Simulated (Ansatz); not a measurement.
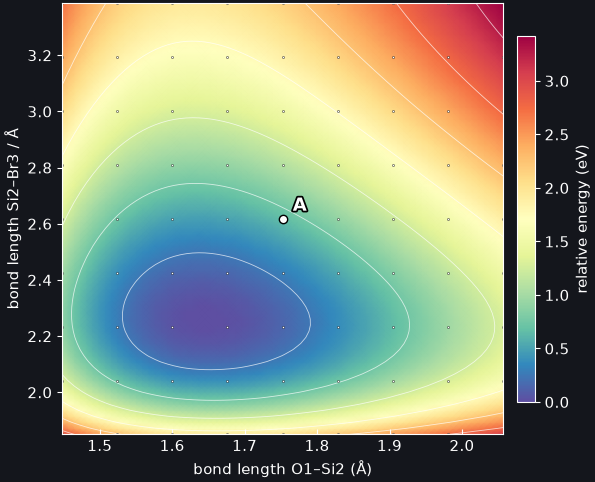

BrH2OSi, SMILES O[SiH]Br, spin multiplicity 2. The first coordinate is: bond length O1–Si2; the second: bond length Si2–Br3. Nothing is relaxed (all other coordinates rigid). Grid: 9 × 9 points. Energies: eV, counted from the relaxed molecule at the same level. The calculation used Ansatz, UKS B3LYP-D4/def2-TZVP.

In the figure: a smooth colour map with a few white contour lines, dots at the grid points, the point A. Between grid points the surface is interpolated.

**Which way does the force act at A, and how strong is it?**

A, at bond length O1–Si2 = 1.753 Å, bond length Si2–Br3 = 2.617 Å, is not a stationary point. The computed force is 2.8 eV for each Å towards smaller values of bond length O1–Si2 and 2.1 eV for each Å towards smaller values of bond length Si2–Br3.
